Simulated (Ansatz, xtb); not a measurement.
# Redistribution: C3H8 + C3H8Si → C3H10Si + C3H6

Species: C3H8 (propane) `CCC`, singlet; C3H8Si (prop-2-enylsilane) `C=CC[SiH3]`, singlet; C3H10Si `CC(C)[SiH3]`, singlet; C3H6 (propene) `C=CC`, singlet. The partners trade H for SiH3; both sit on C, so the bond types are kept.

Shapes, held fixed at every level: PBE0-D4/def2-TZVP. Flexible molecules stand in one conformer, not always the lowest. Programs: Ansatz 0.2.0, xtb 6.7.1. Electronic energies: no zero-point or thermal term.

```json
{"level": "GFN2-xTB", "kind": "semi-empirical", "ΔE (kJ/mol)": "+0.8", "less CCSD(T)/CBS estimate": "-0.5", "CPU time (sum over the molecules)": "0.17 s"}
{"level": "HF/def2-TZVPP", "kind": "Hartree–Fock", "ΔE (kJ/mol)": "+4.1", "less CCSD(T)/CBS estimate": "+2.8", "CPU time (sum over the molecules)": "–"}
{"level": "PBE-D4/def2-TZVPP", "kind": "GGA", "ΔE (kJ/mol)": "+0.6", "less CCSD(T)/CBS estimate": "-0.7", "CPU time (sum over the molecules)": "23 s"}
{"level": "r2SCAN-D4/def2-TZVPP", "kind": "meta-GGA", "ΔE (kJ/mol)": "+1.2", "less CCSD(T)/CBS estimate": "-0.1", "CPU time (sum over the molecules)": "37 s"}
{"level": "B3LYP-D4/def2-TZVPP", "kind": "global hybrid", "ΔE (kJ/mol)": "+1.0", "less CCSD(T)/CBS estimate": "-0.3", "CPU time (sum over the molecules)": "41 s"}
{"level": "PBE0-D4/def2-TZVPP", "kind": "global hybrid", "ΔE (kJ/mol)": "+1.4", "less CCSD(T)/CBS estimate": "+0.1", "CPU time (sum over the molecules)": "24 s"}
{"level": "B2PLYP/def2-TZVPP", "kind": "double hybrid", "ΔE (kJ/mol)": "+1.8", "less CCSD(T)/CBS estimate": "+0.5", "CPU time (sum over the molecules)": "43 s"}
{"level": "CCSD(T)/def2-TZVPP", "kind": "coupled cluster or CI", "ΔE (kJ/mol)": "+1.3", "less CCSD(T)/CBS estimate": "0.0", "CPU time (sum over the molecules)": "12 min"}
{"level": "CCSD(T)/CBS estimate", "kind": "coupled cluster or CI", "ΔE (kJ/mol)": "+1.3", "less CCSD(T)/CBS estimate": "0.0", "CPU time (sum over the molecules)": "16 min"}
```

The highest level, CCSD(T)/CBS estimate, gives ΔE = +1.3 kJ/mol; the levels span +0.6 to +4.1. That is about zero within the method's error. The column of differences is taken from that level and isn't an error. No measured value is set beside it here. The CBS estimate extrapolates MP2 from def2-TZVPP and def2-QZVPP and adds CCSD(T) − MP2 in the triple-zeta set, cores frozen. Times are processor times on shared x86 and Arm servers, and rough.

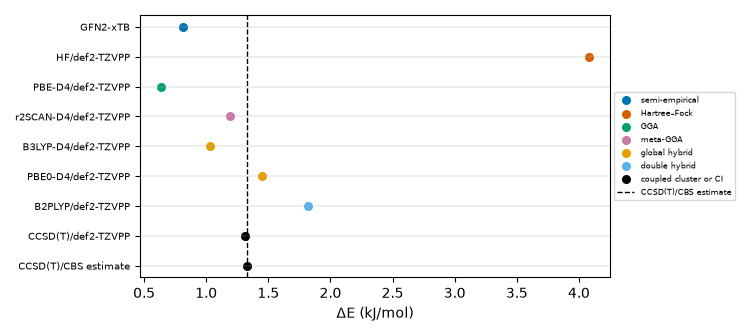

The values of the table, level by level.
